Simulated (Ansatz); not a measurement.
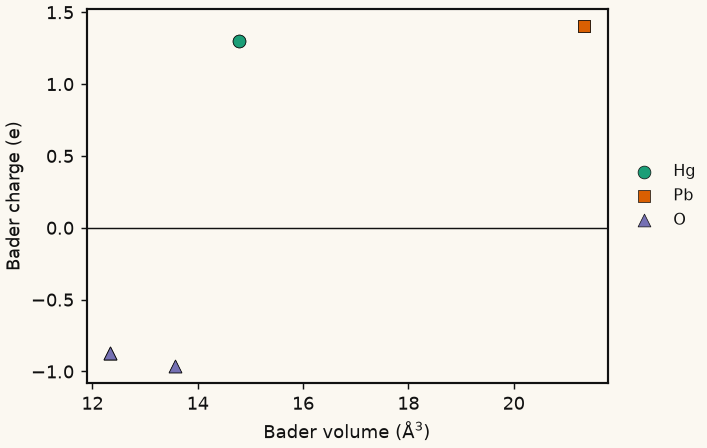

Bader charges of the atoms (positive: electrons lost), against the volumes of their basins.

This input was run:

```
crystal:
  lattice:
    - [-2.8926462624, 2.8926462624, 4.4439086406]
    - [2.8926462624, -2.8926462624, 4.4439086406]
    - [2.8926462624, 2.8926462624, -4.4439086406]
  atoms:
    - { symbol: Hg, position: [0.5, 0.5, 0.0] }
    - { symbol: Hg, position: [0.0, 0.0, 0.0] }
    - { symbol: Pb, position: [0.75, 0.25, 0.5] }
    - { symbol: Pb, position: [0.25, 0.75, 0.5] }
    - { symbol: O, position: [0.3336840047, 0.8336840047, 0.1673680093] }
    - { symbol: O, position: [0.8336840047, 0.6663159953, 0.5] }
    - { symbol: O, position: [0.75, 0.75, 0.0] }
    - { symbol: O, position: [0.6663159953, 0.1663159953, 0.8326319907] }
    - { symbol: O, position: [0.1663159953, 0.3336840047, 0.5] }
    - { symbol: O, position: [0.25, 0.25, 0.0] }
basis:
  ecutwfc: 420
kpoints:
  mp_grid: { grid: [10, 10, 10] }
  band_path:
    path:
      - [[0.0, 0.0, 0.0], [0.0, 0.0, 0.5], [0.25, 0.25, 0.25], [0.0, 0.5, 0.0], [0.0, 0.0, 0.0], [0.5, 0.5, -0.5], [0.35592547, 0.64407453, -0.35592547]]
      - [[-0.35592547, 0.35592547, 0.35592547], [0.0, 0.0, 0.0]]
      - [[0.0, 0.0, 0.5], [-0.21185095, 0.21185095, 0.5]]
      - [[0.5, 0.5, -0.21185095], [0.5, 0.5, -0.5]]
    npoints: 14
hamiltonian:
  xc: pbe
scf:
  occupations: { method: gaussian, width: 0.1 }
  n_extra_bands: 25
output:
  forces: true
  stress: true
  eigenvalues: true
  populations: true
  dos: { projected: true, de: 0.02, nscf_kmesh: { grid: [12, 12, 12] } }
  bader: true
  write_density: true
  write_potential: true
  elf: true
  volumetric_format: npy
```

Run as:
```bash
ansatz run input.yaml --threads 1 --pin off --max-ram 2560MiB --backend cpu --events-out ev --progress --plain --runs-dir out
```

Q: Which way does charge flow, and how much?

A: The Bader charges are Pb +1.40 e, Hg +1.30 e and O from −0.96 to −0.87 e. Summed over the cell, Pb gives up most (2.8 e) and O takes most (5.4 e).

Q: Which atoms take the most room?

A: Pb has the largest basins, 21.3 Å³ on average, and O the smallest, 12.8 Å³.

The structure is an invented one, so it need not be a known or stable phase. Spin-orbit coupling is left out, which matters for Pb and Hg.
